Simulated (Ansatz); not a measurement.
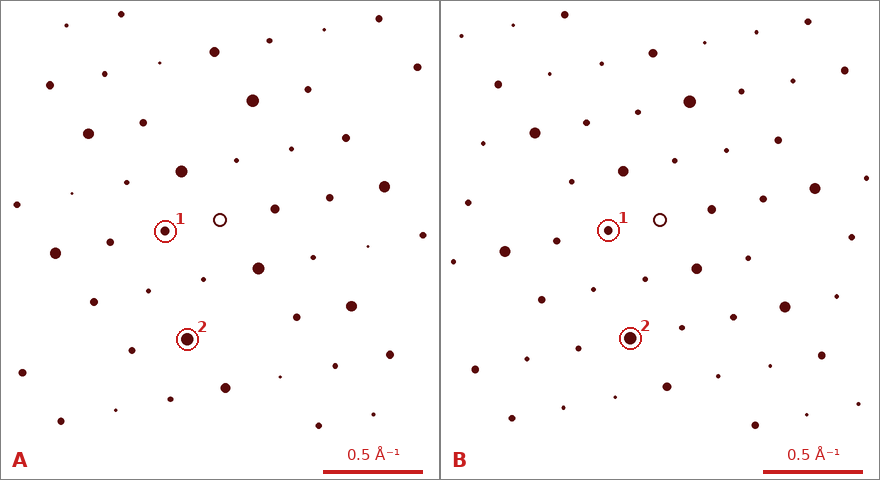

Kinematic electron diffraction patterns (300 kV, B = 0.5 Å², same scale) along [011] of the run's own cell, for the start and the end of one relaxation of Ag2As3 with Ansatz 0.2.0, DFT PBE, scalar-relativistic, plane waves, PAW. k mesh 12×12×6. The start is a generated model structure, and the relaxation ends in the nearest stationary point of its symmetry, not necessarily the ground state. Spot 1 is -1 0 0 and spot 2 is 0 -2 2 in both.

Start structure:

```
CELL_PARAMETERS angstrom
4.31770 0.00000 0.00000
-2.15885 3.73923 0.00000
0.00000 0.00000 6.42836
ATOMIC_POSITIONS crystal
Ag 0.33333 0.66667 0.18873
Ag 0.66667 0.33333 0.81127
As 0.00000 0.00000 0.00000
As 0.33333 0.66667 0.62151
As 0.66667 0.33333 0.37849
```

Which pattern belongs to the start structure, and which to the relaxed one?

Answer. B is the start: its cell gives d(1) = 3.739 Å, d(2) = 1.616 Å and an angle of 64.4°. A is the relaxed structure, with d(1) = 3.520 Å (-5.9 %), d(2) = 1.590 Å (-1.6 %) and 63.2°.

Name reflections whose intensity changes strongly on relaxation.

Answer. 1 -2 2 fades out of sight; 2 -2 2 goes from 7.3 to 15 % of the strongest spot; 1 2 -2 goes from 4.3 to 8.5 % of the strongest spot.

Summarise the relaxation behind the change.

Answer. The volume changed by +2.1 % to 21.19 Å³ an atom; with the mean shift removed, the atoms moved by up to 0.21 Å relative to the cell (As most); the space group stayed P-3m1 (No. 164); the free energy fell by 19 meV an atom. Relaxed cell: a = 4.065 Å, b = 4.065 Å, c = 7.405 Å, α = 90.00°, β = 90.00°, γ = 120.00°.
